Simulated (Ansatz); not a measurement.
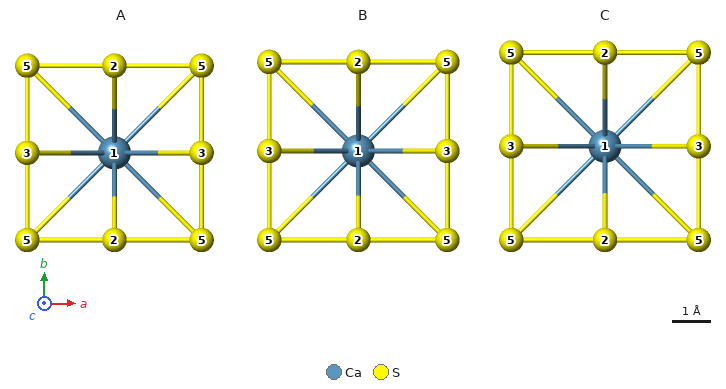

3 geometries from one relaxation of crystalline CaS4 (a generated structure, set up in Pm-3m) (coarse preliminary run), in shuffled order. The picture is a ball-and-stick view of the cell of the calculation, seen along the c axis.

Level of theory: DFT PBE, scalar-relativistic, plane waves, PAW in Ansatz. (plane-wave cutoff 420 eV; k-point mesh 4 × 4 × 4; occupations gaussian; smearing width 0.1 eV; no spin polarisation; cell and atoms relaxed; force threshold 0.04 eV/Å; at most 70 steps)

Question: Order the frames from highest to lowest energy.

Answer: C, B, A. They are steps 0, 1, 4, at +158 meV per atom, +17.1 meV per atom relative to the last. Over 3 accepted moves (4 points after the start) the energy falls by 158 meV per atom. All forces vanish by symmetry, so only the cell relaxes. The pressure goes from −8.21 to −0.29 GPa. At 1 point the geometry stayed and the basis and grid were re-selected for the new cell (energy shift of 0.2 meV per atom at most each time). No atom moves by more than 0.005 Å relative to the cell. The drawn cell changes as follows: a = b = c 5.018 → 4.668 Å (−7.0 %); the volume changes by −19.5 %. Some distances before and after: Ca–S 3.549 → 3.301 Å, S–S 2.509 → 2.334 Å. The space group stays Pm-3m (No. 221). The run took 7.5 s on 1 thread of Intel(R) Xeon(R) Platinum 8488C (Sapphire Rapids) (shared host), peak memory 0.39 GiB.
